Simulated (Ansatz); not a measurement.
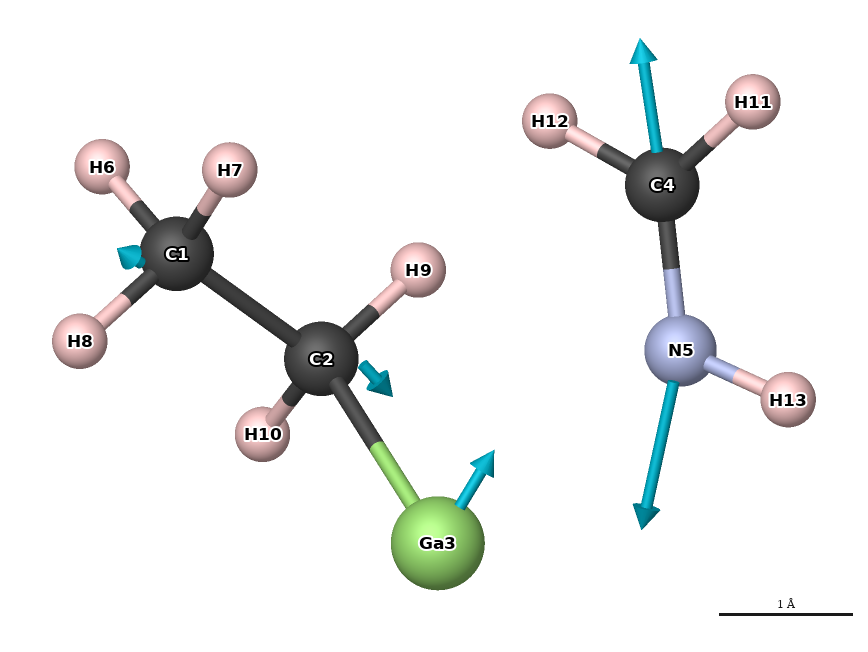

Arrows show the forces on the atoms, 2 Å of arrow for 1 eV/Å; forces under a tenth of the largest aren't drawn. Level of theory: r2SCAN-D4/def2-TZVPP (Ansatz 0.2.0).

On which atom is the force largest, and how large is it?

Answer. On N5: 0.59 eV/Å.

Along which bond is the force strongest?

Answer. C4–N5, now 1.265 Å: the forces push its atoms apart, so a first step downhill lengthens it.

List the force components in the frame of the picture (x right, y up, z towards the viewer), in eV/Å.

```json
{"atom": "C1", "Fx": "−0.09", "Fy": "0.06", "Fz": "0.09"}
{"atom": "C2", "Fx": "0.12", "Fy": "−0.12", "Fz": "−0.05"}
{"atom": "Ga3", "Fx": "0.13", "Fy": "0.22", "Fz": "0.02"}
{"atom": "C4", "Fx": "−0.07", "Fy": "0.43", "Fz": "0.05"}
{"atom": "N5", "Fx": "−0.12", "Fy": "−0.56", "Fz": "−0.11"}
{"atom": "H6", "Fx": "0.00", "Fy": "0.00", "Fz": "0.00"}
{"atom": "H7", "Fx": "−0.01", "Fy": "−0.01", "Fz": "−0.01"}
{"atom": "H8", "Fx": "0.01", "Fy": "0.01", "Fz": "−0.01"}
{"atom": "H9", "Fx": "0.01", "Fy": "0.00", "Fz": "0.01"}
{"atom": "H10", "Fx": "−0.01", "Fy": "0.01", "Fz": "−0.01"}
{"atom": "H11", "Fx": "−0.01", "Fy": "0.01", "Fz": "0.01"}
{"atom": "H12", "Fx": "0.01", "Fy": "−0.01", "Fz": "0.00"}
{"atom": "H13", "Fx": "0.03", "Fy": "−0.02", "Fz": "0.01"}
```
